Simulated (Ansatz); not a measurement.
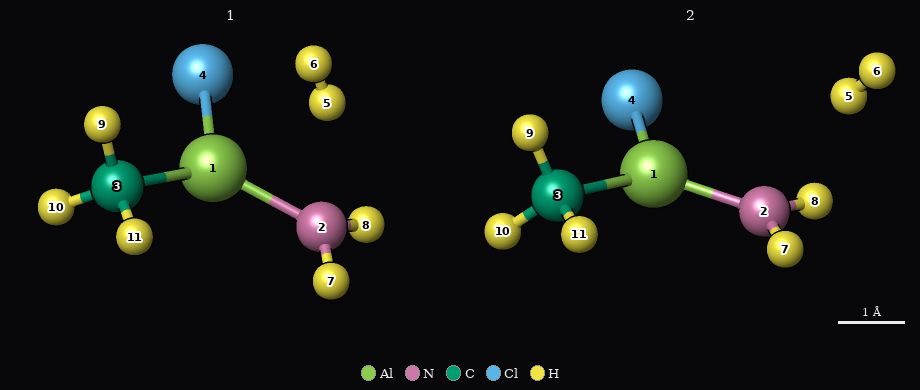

Two geometries of CH7AlClN, drawn at one scale. One is the start of a relaxation, the other its converged end. Style: ball-and-stick. Shown at a tilt.

Computed with RKS PBE/6-31G* (Ansatz 0.2.0). Settings: no spin polarisation; force threshold 0.03 eV/Å; at most 50 steps.

Question: Which of the two is the end point?

Answer: Structure 2 is the relaxed one. The run prepares an end point of a later path (reaction) calculation, from a guessed geometry. The atom that moves furthest after the best rigid fit is H6 (1.64 Å). By element the largest moves are H 1.64 Å, Cl 0.69 Å, C 0.36 Å, N 0.35 Å, Al 0.33 Å. Near-neighbour distances that change, for instance: Al1–N2 1.870 → 1.787 Å, H5–H6 0.700 → 0.753 Å. Among the angles between lasting bonds that change: Al1–N2–H8 122.0° → 124.5°, Al1–N2–H7 122.5° → 124.7°. The energy falls by 0.232 eV in 20 accepted moves (22 points after the start). Largest force component: 2.1 eV/Å at the start, 0.0091 eV/Å at the end. The line search rejected the trial steps at points 3, 10 of the run.

Limits of the set-up: the start holds two separate molecules, 2.3 Å apart at their closest, whose relative position is a soft coordinate and is computed without a dispersion correction.
